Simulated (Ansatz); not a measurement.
# CH7BrGe: the cost of one run

The runs use Ansatz 0.2.0, Gaussian basis; PBE0-D4, def2-SVP first, then def2-TZVP.

152 further runs of the same task are left out: 152 set aside as unsound or not needed. Runs told in other sessions of the task aren't counted.

## (1) The system as given

The guess: 10 atoms, charge 0, spin multiplicity 1.

Atoms are counted from 1 here; the program's logs count them from 0.

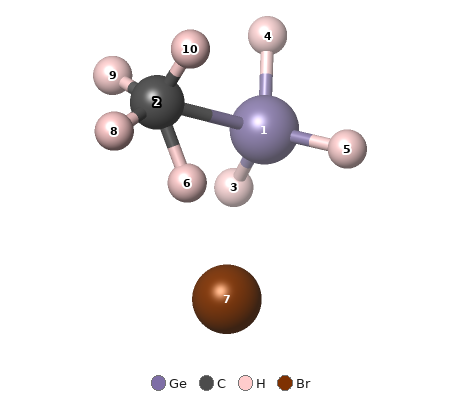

The starting geometry (germanium purple, carbon dark grey, hydrogen pink, bromine brown); atoms are numbered from 1 in the order of the file.

As a file:

| atom | x (Å) | y (Å) | z (Å) |
| --- | --- | --- | --- |
| Ge1 | -0.66410 | 0.92450 | -0.23760 |
| C2 | 0.29440 | -0.84030 | 0.69080 |
| H3 | -1.45930 | 0.52730 | -1.43320 |
| H4 | -1.61810 | 1.13950 | 0.93820 |
| H5 | 0.28190 | 2.07310 | -0.30280 |
| H6 | 0.74010 | -0.47230 | -0.49290 |
| Br7 | 1.42440 | -0.00180 | -2.18100 |
| H8 | 1.06280 | -1.61540 | 0.55790 |
| H9 | -0.63170 | -1.39640 | 0.84140 |
| H10 | 0.56960 | -0.33830 | 1.61920 |

Distances that are to change: Ge1–Br7 3.00 Å, C2–H6 1.32 Å, Ge1–C2 2.21 Å, H6–Br7 1.88 Å.

## (2) Relaxing the guess with the reacting distances held

Input file hold/in.yaml:

```yaml
crystal:
  periodic: [false, false, false]
  atoms:
    - {symbol: Ge, position_ang: [-0.664100, 0.924500, -0.237600]}
    - {symbol: C, position_ang: [0.294400, -0.840300, 0.690800]}
    - {symbol: H, position_ang: [-1.459300, 0.527300, -1.433200]}
    - {symbol: H, position_ang: [-1.618100, 1.139500, 0.938200]}
    - {symbol: H, position_ang: [0.281900, 2.073100, -0.302800]}
    - {symbol: H, position_ang: [0.740100, -0.472300, -0.492900]}
    - {symbol: Br, position_ang: [1.424400, -0.001800, -2.181000]}
    - {symbol: H, position_ang: [1.062800, -1.615400, 0.557900]}
    - {symbol: H, position_ang: [-0.631700, -1.396400, 0.841400]}
    - {symbol: H, position_ang: [0.569600, -0.338300, 1.619200]}
basis:
  gaussian: {orbitals: def2-SVP}
hamiltonian: {xc: pbe0, dispersion: d4}
relax: {f_tol: 0.04, max_steps: 150, escape_saddle: false, constraints: [{distance: [0, 6]}, {distance: [1, 5]}, {distance: [0, 1]}, {distance: [5, 6]}]}
```

On the command line:

```sh
$ ansatz run in.yaml --threads 8 --pin off --events-out ev --progress --plain --max-ram 19148MiB
```

**Question.** How long does this run take on 8 threads of Arm Neoverse V1, shared host?

About 8.5 s.
